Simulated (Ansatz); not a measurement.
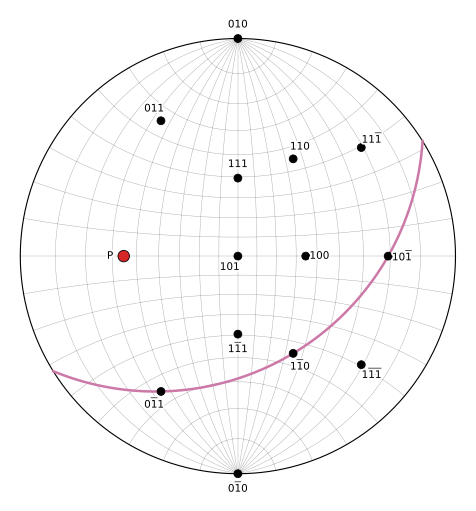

For Sc4Cl, the geometry relaxed with DFT PBE, scalar-relativistic, plane waves, PAW (Ansatz); the starting structure was generated, so it need not be a known form of this composition: stereographic projection of plane normals (upper hemisphere) centred on (1 0 1). Symmetry computed with spglib at a tolerance of 0.002 Å; standard conventional cell.

a = 4.311 Å, b = 4.311 Å, c = 6.242 Å, α = 90.00°, β = 90.00°, γ = 90.00°.

Index the pole marked P.

Answer. P is (0 0 1), 55.4° from the centre.

Which zone does the coloured great circle trace?

Answer. The zone [1 1 1]: its poles satisfy h + k + l = 0.

What is the angle between the normals of (1 −1 0) and (0 1 1), and what are their d_hkl = 1/|g|?

Answer. 125.6°; d = 3.048 Å and 3.547 Å.
